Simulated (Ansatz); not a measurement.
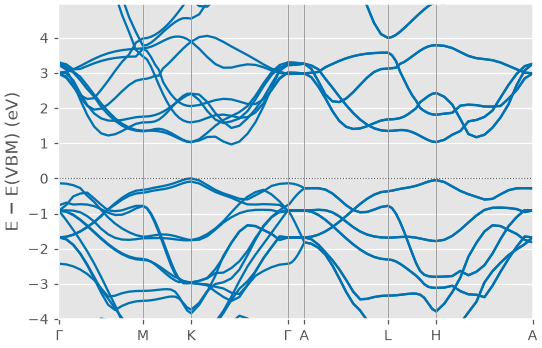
Band structure from PBE in the plane-wave PAW code Ansatz

Read off the gap and where the band edges lie.

About 1.0 eV (0.97 eV by a search for the band edges); maximum at K, minimum on the K–Γ line, 42 % of the way from K.

The material is Te$_{2}$Mo in space group P6_3/mmc (No. 194; Te on 4f, Mo on 2c).

Symmetry was held in the PBE relaxation. The run is not spin-polarised. A crystal of weakly bound layers computed without a dispersion correction: the cell and the soft elastic constants depend strongly on that. Scalar-relativistic: spin–orbit coupling is off unless named, which matters more the heavier the elements.

Potentials: the earlier of the program's two PAW sets.
